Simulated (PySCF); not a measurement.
# [Tl(OH)4]−: other functionals and bases at one geometry

How far do other levels of theory move the description of [Tl(OH)4]−, and what does each cost? It is a constructed species; whether it can be made isn't addressed.

Program: PySCF 2.14.0. Level of theory: several levels, as the steps say, no spin–orbit coupling. These are calculated values, not measurements.

5 further runs of the same task are left out: 2 for a known fault of the program, 1 that didn't finish, 2 set aside as unsound or not needed.

## (1) The system as given

9 atoms, charge -1, spin multiplicity 1.

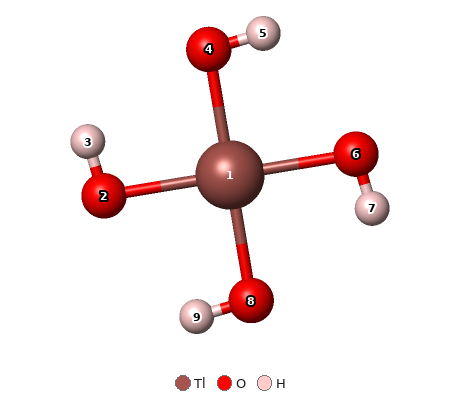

The structure; thallium brown, oxygen red, hydrogen pink; atoms are numbered from 1 in the order of the file.

As a file:

```xyz
9
H4O4Tl
Tl    0.0000    0.0000    0.3386
O     2.1723   -0.3654    0.3361
H     2.4518    0.5725    0.3338
O     0.3654    2.1723    0.3361
H    -0.5725    2.4518    0.3338
O    -2.1723    0.3654    0.3361
H    -2.4518   -0.5725    0.3338
O    -0.3654   -2.1723    0.3361
H     0.5725   -2.4518    0.3338
```

Formal oxidation states: Tl +3. An earlier session relaxed this geometry at TPSS, Tl def2-SVP with ECP60, O def2-SVP, H def2-SVP (singlet, point group C4h).

At TPSS on the finer grid: E = -475.562646 Eh, HOMO -0.33 eV, LUMO 2.46 eV, Mulliken charge on Tl1 +0.37 e, largest force component 0.009 eV/Å. 

Levels to run: BLYP; PBE; TPSSh; M06-L; TPSS, TZVP; TPSS, x2c-SVP. Hardware: 2 threads of Arm Neoverse V1, shared host.

## (2) BLYP

run.py (the lines that set the calculation) reads:

```python
mol = gto.M(atom='''
Tl     0.00000     0.00000     0.33858
O      2.17226    -0.36543     0.33606
H      2.45176     0.57247     0.33380
O      0.36543     2.17226     0.33606
H     -0.57247     2.45176     0.33380
O     -2.17226     0.36543     0.33606
H     -2.45176    -0.57247     0.33380
O     -0.36543    -2.17226     0.33606
H      0.57247    -2.45176     0.33380''',
    basis={'Tl': 'def2-SVP', 'O': 'def2-SVP', 'H': 'def2-SVP'},
    ecp={'Tl': 'def2-SVP'},
    charge=-1, spin=0)
mf = dft.RKS(mol, xc='BLYP')
mf.grids.atom_grid = (75, 302)
mf = mf.density_fit()  # fitting sets: Tl def2-universal-JKFIT, O def2-universal-JKFIT, H def2-universal-JKFIT
mf.conv_tol = 1e-08; mf.max_cycle = 55
mf.kernel(dm0)  # dm0: the density of the relaxed state
```

The run is started by

```console
> OMP_NUM_THREADS=2 python run.py
```

Log:

```text
init E= -475.506834819702
  HOMO = -0.00447879143916756  LUMO = 0.0909446673716161  gap/eV = 2.59660
cycle= 1 E= -475.50880925272  delta_E= -0.00197  |g|= 0.0321  |ddm|= 0.178
  HOMO = -0.000868644287816644  LUMO = 0.0937741942715036  gap/eV = 2.57536
cycle= 2 E= -475.508364608136  delta_E= 0.000445  |g|= 0.057  |ddm|= 0.0598
  HOMO = -0.00511051010214689  LUMO = 0.0909005007241639  gap/eV = 2.61259
cycle= 3 E= -475.50894821398  delta_E= -0.000584  |g|= 0.0124  |ddm|= 0.0495
  HOMO = -0.00506295076260766  LUMO = 0.0905610491399003  gap/eV = 2.60206
cycle= 4 E= -475.508982104097  delta_E= -3.39e-05  |g|= 0.00447  |ddm|= 0.0178
  HOMO = -0.0049815364852879  LUMO = 0.0906170137518849  gap/eV = 2.60137
cycle= 5 E= -475.50898521988  delta_E= -3.12e-06  |g|= 0.00259  |ddm|= 0.00713
  HOMO = -0.00484866271070519  LUMO = 0.090744855380418  gap/eV = 2.60123
cycle= 6 E= -475.50898682501  delta_E= -1.61e-06  |g|= 0.000161  |ddm|= 0.00293
  HOMO = -0.00484145793633552  LUMO = 0.0907514462476229  gap/eV = 2.60122
cycle= 7 E= -475.508986821102  delta_E= 3.91e-09  |g|= 0.000206  |ddm|= 0.000302
  HOMO = -0.00483882466430979  LUMO = 0.0907538528361549  gap/eV = 2.60121
cycle= 8 E= -475.508986830719  delta_E= -9.62e-09  |g|= 6.39e-06  |ddm|= 0.000178
  HOMO = -0.0048398850863022  LUMO = 0.090753441189559  gap/eV = 2.60123
Extra cycle  E= -475.508986830663  delta_E= 5.64e-11  |g|= 1.66e-05  |ddm|= 2.2e-05
converged SCF energy = -475.508986830663
```

It took 6.2 s on 2 threads of Arm Neoverse V1, shared host.

It gives: E = -475.508987 Eh, HOMO -0.13 eV, LUMO 2.47 eV, Mulliken charge on Tl1 +0.28 e, largest force component 0.248 eV/Å. 

## (3) PBE

Changes to run.py (the lines that set the calculation) since step 2:

```diff
@@ -13,3 +13,3 @@
     charge=-1, spin=0)
-mf = dft.RKS(mol, xc='BLYP')
+mf = dft.RKS(mol, xc='PBE')
 mf.grids.atom_grid = (75, 302)
```

The run is started by

```console
> OMP_NUM_THREADS=2 python run.py
```

Log:

```text
init E= -475.303556189483
  HOMO = -0.00760469799859543  LUMO = 0.0885392798540643  gap/eV = 2.61621
cycle= 1 E= -475.303953402959  delta_E= -0.000397  |g|= 0.0474  |ddm|= 0.134
  HOMO = -0.0153787540347832  LUMO = 0.0855562508437231  gap/eV = 2.74658
cycle= 2 E= -475.301524498237  delta_E= 0.00243  |g|= 0.116  |ddm|= 0.163
  HOMO = -0.0102493094533831  LUMO = 0.0875910684772556  gap/eV = 2.66237
cycle= 3 E= -475.304484899934  delta_E= -0.00296  |g|= 0.0041  |ddm|= 0.106
  HOMO = -0.0105247927870819  LUMO = 0.0871777147303341  gap/eV = 2.65862
cycle= 4 E= -475.304486293524  delta_E= -1.39e-06  |g|= 0.00402  |ddm|= 0.00973
  HOMO = -0.0105108854096035  LUMO = 0.0871815229789306  gap/eV = 2.65835
cycle= 5 E= -475.304489673419  delta_E= -3.38e-06  |g|= 0.00143  |ddm|= 0.00566
  HOMO = -0.0104396473121636  LUMO = 0.0872514146666248  gap/eV = 2.65831
cycle= 6 E= -475.304490156128  delta_E= -4.83e-07  |g|= 0.000111  |ddm|= 0.00162
  HOMO = -0.0104356071857151  LUMO = 0.0872561053829166  gap/eV = 2.65833
cycle= 7 E= -475.304490151717  delta_E= 4.41e-09  |g|= 0.000178  |ddm|= 0.000246
  HOMO = -0.0104343198383774  LUMO = 0.0872577500649747  gap/eV = 2.65834
cycle= 8 E= -475.30449015901  delta_E= -7.29e-09  |g|= 4.41e-06  |ddm|= 0.000155
  HOMO = -0.0104352964235294  LUMO = 0.0872571147525996  gap/eV = 2.65835
Extra cycle  E= -475.304490158992  delta_E= 1.83e-11  |g|= 9.82e-06  |ddm|= 1.27e-05
converged SCF energy = -475.304490158992
```

Run time: 6.2 s. Hardware: 2 threads of Arm Neoverse V1, shared host.

It gives: E = -475.304490 Eh, HOMO -0.28 eV, LUMO 2.37 eV, Mulliken charge on Tl1 +0.29 e, largest force component 0.084 eV/Å. 

## (4) TPSSh

Changes to run.py (the lines that set the calculation) since step 3:

```diff
@@ -13,3 +13,3 @@
     charge=-1, spin=0)
-mf = dft.RKS(mol, xc='PBE')
+mf = dft.RKS(mol, xc='TPSSH')
 mf.grids.atom_grid = (75, 302)
```

The run is started by

```console
> OMP_NUM_THREADS=2 python run.py
```

Log:

```text
init E= -475.512630550347
  HOMO = -0.0342246515432976  LUMO = 0.0992244755376568  gap/eV = 3.63134
cycle= 1 E= -475.51348957917  delta_E= -0.000859  |g|= 0.0278  |ddm|= 0.145
  HOMO = -0.0300058093030202  LUMO = 0.100176113735088  gap/eV = 3.54243
cycle= 2 E= -475.51299218064  delta_E= 0.000497  |g|= 0.0561  |ddm|= 0.0855
  HOMO = -0.0326600923700262  LUMO = 0.0993623078607477  gap/eV = 3.59251
cycle= 3 E= -475.513677728775  delta_E= -0.000686  |g|= 0.00243  |ddm|= 0.0517
  HOMO = -0.0323330957684114  LUMO = 0.0998137074497372  gap/eV = 3.59590
cycle= 4 E= -475.513678747548  delta_E= -1.02e-06  |g|= 0.00156  |ddm|= 0.00504
  HOMO = -0.0323743692162175  LUMO = 0.0997727818538401  gap/eV = 3.59591
cycle= 5 E= -475.513678944433  delta_E= -1.97e-07  |g|= 0.00124  |ddm|= 0.0027
  HOMO = -0.0324051417966729  LUMO = 0.0997410125492841  gap/eV = 3.59588
cycle= 6 E= -475.513679297201  delta_E= -3.53e-07  |g|= 6.54e-05  |ddm|= 0.0013
  HOMO = -0.0324017953629543  LUMO = 0.099744895316519  gap/eV = 3.59589
cycle= 7 E= -475.513679297391  delta_E= -1.9e-10  |g|= 5.36e-05  |ddm|= 0.000107
  HOMO = -0.0324012589352272  LUMO = 0.0997437015021738  gap/eV = 3.59585
Extra cycle  E= -475.513679293429  delta_E= 3.96e-09  |g|= 0.000144  |ddm|= 0.000169
converged SCF energy = -475.513679293429
```

Run time: 8.7 s. Hardware: 2 threads of Arm Neoverse V1, shared host.

It gives: E = -475.513679 Eh, HOMO -0.88 eV, LUMO 2.71 eV, Mulliken charge on Tl1 +0.46 e, largest force component 0.270 eV/Å. 

## (5) M06-L

Changes to run.py (the lines that set the calculation) since step 4:

```diff
@@ -13,3 +13,3 @@
     charge=-1, spin=0)
-mf = dft.RKS(mol, xc='TPSSH')
+mf = dft.RKS(mol, xc='M06L')
 mf.grids.atom_grid = (75, 302)
```

The run is started by

```console
> OMP_NUM_THREADS=2 python run.py
```

Log:

```text
init E= -475.652237344258
  HOMO = -0.0255538259058952  LUMO = 0.0889215668438865  gap/eV = 3.11503
cycle= 1 E= -475.658900511267  delta_E= -0.00666  |g|= 0.0697  |ddm|= 0.374
  HOMO = -0.0116988473569476  LUMO = 0.0952176041433503  gap/eV = 2.90934
cycle= 2 E= -475.655647076985  delta_E= 0.00325  |g|= 0.142  |ddm|= 0.213
  HOMO = -0.0194187322456401  LUMO = 0.0920837264394514  gap/eV = 3.03414
cycle= 3 E= -475.6600564127  delta_E= -0.00441  |g|= 0.00766  |ddm|= 0.134
  HOMO = -0.0195805967283924  LUMO = 0.0919517287843234  gap/eV = 3.03495
cycle= 4 E= -475.660065376046  delta_E= -8.96e-06  |g|= 0.00277  |ddm|= 0.0114
  HOMO = -0.0195242660081618  LUMO = 0.0920470321840021  gap/eV = 3.03601
cycle= 5 E= -475.660065442604  delta_E= -6.66e-08  |g|= 0.00279  |ddm|= 0.00607
  HOMO = -0.0194894195903252  LUMO = 0.0921078033860816  gap/eV = 3.03672
cycle= 6 E= -475.660067310627  delta_E= -1.87e-06  |g|= 0.000318  |ddm|= 0.00336
  HOMO = -0.0195071550920929  LUMO = 0.0920771904698938  gap/eV = 3.03636
cycle= 7 E= -475.660067338912  delta_E= -2.83e-08  |g|= 0.000108  |ddm|= 0.000552
  HOMO = -0.0195062285956098  LUMO = 0.0920769244253812  gap/eV = 3.03633
cycle= 8 E= -475.660067339863  delta_E= -9.51e-10  |g|= 8.69e-05  |ddm|= 0.000164
  HOMO = -0.0195013321887672  LUMO = 0.0920804901018144  gap/eV = 3.03630
Extra cycle  E= -475.660067326841  delta_E= 1.3e-08  |g|= 0.000253  |ddm|= 0.000299
converged SCF energy = -475.660067326841
```

Run time: 9.2 s. Hardware: 2 threads of Arm Neoverse V1, shared host.

Read off: E = -475.660067 Eh, HOMO -0.53 eV, LUMO 2.51 eV, Mulliken charge on Tl1 +0.66 e, largest force component 0.598 eV/Å. 

## (6) TPSS, TZVP

Basis: Tl def2-TZVP with ECP60, O def2-TZVP, H def2-TZVP. 

Changes to run.py (the lines that set the calculation) since step 5:

```diff
@@ -10,6 +10,6 @@
 H      0.57247    -2.45176     0.33380''',
-    basis={'Tl': 'def2-SVP', 'O': 'def2-SVP', 'H': 'def2-SVP'},
-    ecp={'Tl': 'def2-SVP'},
+    basis={'Tl': 'def2-TZVP', 'O': 'def2-TZVP', 'H': 'def2-TZVP'},
+    ecp={'Tl': 'def2-TZVP'},
     charge=-1, spin=0)
-mf = dft.RKS(mol, xc='M06L')
+mf = dft.RKS(mol, xc='TPSS')
 mf.grids.atom_grid = (75, 302)
@@ -17,2 +17,2 @@
 mf.conv_tol = 1e-08; mf.max_cycle = 55
-mf.kernel(dm0)  # dm0: the density of the relaxed state
+mf.kernel(dm0)  # dm0: free metal ions and neutral atoms
```

The run is started by

```console
> OMP_NUM_THREADS=2 python run.py
```

Log:

```text
init E= -484.578403847058
  HOMO = 0.0256199074244137  LUMO = 0.108619056615577  gap/eV = 2.25852
cycle= 1 E= -475.721302478143  delta_E= 8.86  |g|= 1.45  |ddm|=  2.8
  HOMO = -0.182700537514211  LUMO = -0.00532664265989169  gap/eV = 4.82659
cycle= 2 E= -474.919285773122  delta_E= 0.802  |g|= 2.49  |ddm|= 2.16
  HOMO = -0.0272751878754285  LUMO = 0.0668977621455973  gap/eV = 2.56258
cycle= 3 E= -475.951717000558  delta_E= -1.03  |g|= 0.381  |ddm|= 1.87
  HOMO = -0.0307409340589828  LUMO = 0.0738753909403655  gap/eV = 2.84676
cycle= 4 E= -475.977963533669  delta_E= -0.0262  |g|= 0.0961  |ddm|= 0.473
  HOMO = -0.0369080999747489  LUMO = 0.0656524916232257  gap/eV = 2.79082
cycle= 5 E= -475.979834663056  delta_E= -0.00187  |g|= 0.0204  |ddm|= 0.16
  HOMO = -0.035121259418105  LUMO = 0.0677409294196849  gap/eV = 2.79902
cycle= 6 E= -475.979929338147  delta_E= -9.47e-05  |g|= 0.00231  |ddm|= 0.0296
  HOMO = -0.0351369657398557  LUMO = 0.0676653327488737  gap/eV = 2.79739
cycle= 7 E= -475.979930318561  delta_E= -9.8e-07  |g|= 0.000688  |ddm|= 0.00255
  HOMO = -0.0351705105401372  LUMO = 0.0676569558345648  gap/eV = 2.79808
cycle= 8 E= -475.979930414523  delta_E= -9.6e-08  |g|= 7.38e-05  |ddm|= 0.000604
  HOMO = -0.035177398047189  LUMO = 0.0676496656826835  gap/eV = 2.79807
cycle= 9 E= -475.979930415496  delta_E= -9.74e-10  |g|= 1.5e-05  |ddm|= 6.5e-05
  HOMO = -0.0351750499866448  LUMO = 0.0676511464721372  gap/eV = 2.79804
Extra cycle  E= -475.979930415396  delta_E= 9.99e-11  |g|= 2.83e-05  |ddm|= 3.1e-05
converged SCF energy = -475.979930415396
```

Run time: 27 s. Hardware: 2 threads of Arm Neoverse V1, shared host.

Result: E = -475.979930 Eh, HOMO -0.96 eV, LUMO 1.84 eV, Mulliken charge on Tl1 +0.79 e, largest force component 0.277 eV/Å. 

## (7) TPSS, x2c-SVP

Basis: Tl x2c-SVPall, O x2c-SVPall, H x2c-SVPall. All electrons are treated, with the spin-free X2C Hamiltonian.

run.py (the lines that set the calculation) reads:

```python
mol = gto.M(atom='''
Tl     0.00000     0.00000     0.33858
O      2.17226    -0.36543     0.33606
H      2.45176     0.57247     0.33380
O      0.36543     2.17226     0.33606
H     -0.57247     2.45176     0.33380
O     -2.17226     0.36543     0.33606
H     -2.45176    -0.57247     0.33380
O     -0.36543    -2.17226     0.33606
H      0.57247    -2.45176     0.33380''',
    basis={'Tl': 'x2c-SVPall', 'O': 'x2c-SVPall', 'H': 'x2c-SVPall'},
    nucmod='G',
    charge=-1, spin=0)
mf = dft.RKS(mol, xc='TPSS')
mf.grids.atom_grid = (99, 590)
mf = mf.density_fit()  # fitting sets: Tl AutoAux, O AutoAux, H AutoAux
mf = mf.sfx2c1e()
mf.conv_tol = 1e-08; mf.max_cycle = 55
mf.kernel(dm0)  # dm0: free metal ions and neutral atoms
```

The run is started by

```console
> OMP_NUM_THREADS=2 python run.py
```

Log:

```text
init E= -20559.7811445921
  HOMO = 0.0375554106631357  LUMO = 0.122873161357017  gap/eV = 2.32161
cycle= 1 E= -20550.6761089851  delta_E= 9.11  |g|= 1.03  |ddm|= 3.48
  HOMO = -0.127808044662558  LUMO = 0.0365089041576891  gap/eV = 4.47129
cycle= 2 E= -20550.1345117643  delta_E= 0.542  |g|=  1.9  |ddm|= 2.35
  HOMO = -0.0116196857800279  LUMO = 0.0858806594222714  gap/eV = 2.65312
cycle= 3 E= -20550.8603165248  delta_E= -0.726  |g|= 0.176  |ddm|= 1.85
  HOMO = -0.00706286591124483  LUMO = 0.0946755033994653  gap/eV = 2.76844
cycle= 4 E= -20550.8662354604  delta_E= -0.00592  |g|= 0.0448  |ddm|= 0.298
  HOMO = -0.0105308407497708  LUMO = 0.0905338343767128  gap/eV = 2.75011
cycle= 5 E= -20550.8665487358  delta_E= -0.000313  |g|= 0.0102  |ddm|= 0.0833
  HOMO = -0.0100537703067722  LUMO = 0.0912801312501488  gap/eV = 2.75744
cycle= 6 E= -20550.8665729194  delta_E= -2.42e-05  |g|= 0.000969  |ddm|= 0.0183
  HOMO = -0.0101283246505623  LUMO = 0.0911639992971569  gap/eV = 2.75630
cycle= 7 E= -20550.8665731592  delta_E= -2.4e-07  |g|= 0.000205  |ddm|= 0.00212
  HOMO = -0.0101259526084423  LUMO = 0.0911753887557265  gap/eV = 2.75655
cycle= 8 E= -20550.8665731686  delta_E= -9.46e-09  |g|= 2.06e-05  |ddm|= 0.000281
  HOMO = -0.0101273168790796  LUMO = 0.0911741604120766  gap/eV = 2.75655
Extra cycle  E= -20550.8665731686  delta_E= 5.82e-11  |g|= 2.55e-05  |ddm|= 4.26e-05
converged SCF energy = -20550.8665731686
```

It took 43 s on 2 threads of Arm Neoverse V1, shared host.

Result: E = -20550.866573 Eh, HOMO -0.28 eV, LUMO 2.48 eV, Mulliken charge on Tl1 +0.47 e, largest force component 0.195 eV/Å. 

## (8) All levels side by side

| level | state | HOMO (eV) | gap (eV) | charge on Tl1 (e) | dipole (D) | largest force (eV/Å) | basis functions | time |
| --- | --- | --- | --- | --- | --- | --- | --- | --- |
| TPSS (relaxed here) | singlet | -0.33 | 2.78 | 0.37 | 0.00 | 0.01 | 102 | 44 s |
| BLYP | singlet | -0.13 | 2.60 | 0.28 | 0.00 | 0.25 | 102 | 6.2 s |
| PBE | singlet | -0.28 | 2.66 | 0.29 | 0.00 | 0.08 | 102 | 6.2 s |
| TPSSh | singlet | -0.88 | 3.60 | 0.46 | 0.00 | 0.27 | 102 | 8.7 s |
| M06-L | singlet | -0.53 | 3.04 | 0.66 | 0.00 | 0.60 | 102 | 9.2 s |
| TPSS, TZVP | singlet | -0.96 | 2.80 | 0.79 | 0.00 | 0.28 | 198 | 27 s |
| TPSS, x2c-SVP | singlet | -0.28 | 2.76 | 0.47 | 0.00 | 0.20 | 138 | 43 s |

Times are on 2 threads of Arm Neoverse V1, shared host; the first row also made further properties. The dipole of a charged species depends on the origin, so these sizes hold for this origin alone.

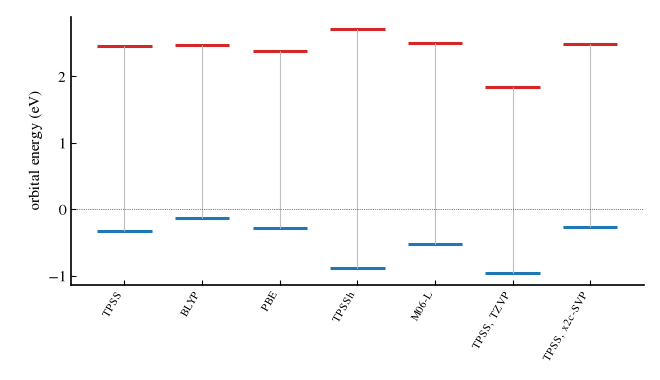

Highest filled and lowest empty level, method by method.

In one basis the gap runs from 2.60 eV (BLYP) to 3.60 eV (TPSSh). The largest leftover force, 0.60 eV/Å with M06-L, stands at a geometry relaxed at another level. The Mulliken charge on Tl spans +0.28 to +0.79 e over the levels. Total energies of different levels can't be compared. Spin–orbit coupling is left out throughout.
